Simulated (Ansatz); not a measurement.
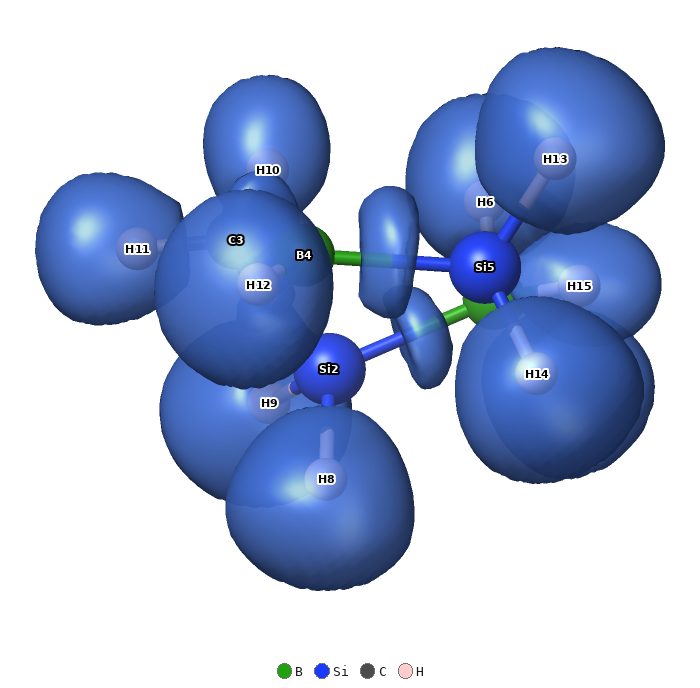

*CH10B2Si2. Isosurface of the ELF at 0.85 (blue), seen from one side. Only the valence region is drawn (cores and ρ < 0.01 e/Å³ removed).*

Level of theory: RKS PBE-D4/def2-SVP in Ansatz 0.2.0.

```xyz
15

B    -1.0340    1.0709    0.6213
Si   -0.2774   -0.7565    1.0644
C     1.6034   -0.6752    0.4944
B     1.1628   -0.7187   -0.9583
Si   -0.3647    0.5535   -1.4396
H    -0.2844    1.9382    1.0466
H    -2.1736    1.0731    1.0711
H    -0.9811   -1.9202    0.4033
H    -0.2849   -1.0415    2.5471
H     1.7956    0.3238    0.9404
H     2.2875   -1.4472    0.8912
H     1.4513   -1.6079   -1.7388
H     0.0214    1.7762   -2.2359
H    -1.4887   -0.1332   -2.1678
H    -1.4549    1.5138   -0.5101
```

Question: Where are the electrons localised?

Answer: The ELF exceeds this value in one region between bonded B–C atoms (shared pairs), two regions between bonded B–Si atoms (shared pairs), one region between bonded C–Si atoms (shared pairs) and ten regions around hydrogen nuclei.

Values along the shortest contacts:
C–B (1.52 Å): the ELF peaks at about 0.95 between the atoms; a covalent bond. C–Si (1.97 Å): the ELF peaks at about 0.90 between the atoms: localised, covalent bonding.
